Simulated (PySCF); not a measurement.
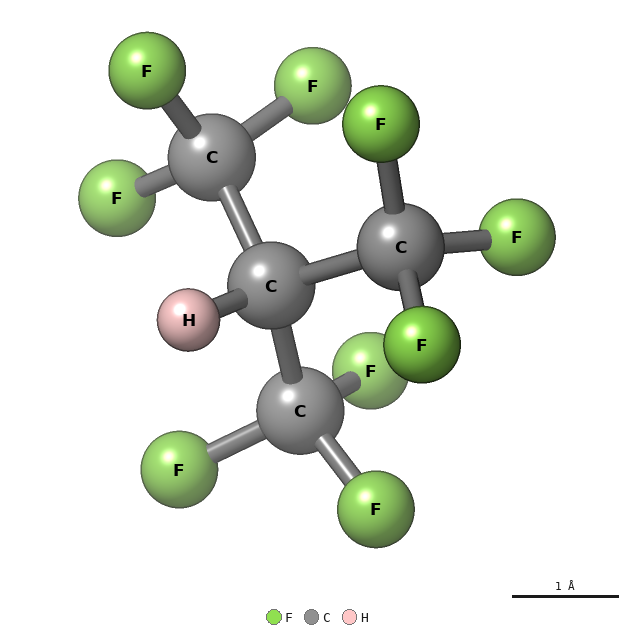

Depth is shown by fading: the farther an atom, the more it takes the colour of the background. Computed geometry: PBE0-D3(BJ)/def2-SVP optimisation. No frequency run is at hand to confirm it as a minimum. Masses are those of the most abundant isotopes; constants are for the rigid equilibrium geometry.

What kind of rotor is it, and what are its rotational constants in GHz?

Answer. An oblate symmetric top (C3): A = B = 0.910, C = 0.593 GHz.
